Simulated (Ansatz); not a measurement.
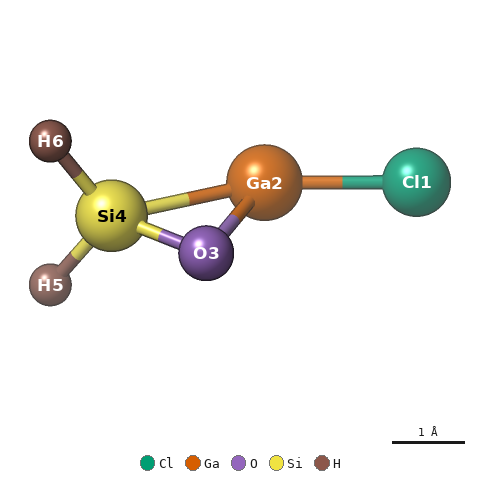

Orthographic view. Depth is shown by fading: the farther an atom, the more it takes the colour of the background. Computed geometry: PBE0-D4/def2-TZVP optimisation.

Write a Z-matrix (Å, degrees) in the order of the atom numbers, with these reference atoms: 2 to 1; 3 to 2, 1; 4 to 3, 2, 1; 5 to 4, 3, 2; 6 to 4, 5, 3.

```
Cl 
Ga   1   2.124
O    2   1.944   1   115.1
Si   3   1.622   2    79.5   1   180.0
H    4   1.486   3   119.8   2   109.9
H    4   1.486   5   109.3   3  -143.9
```
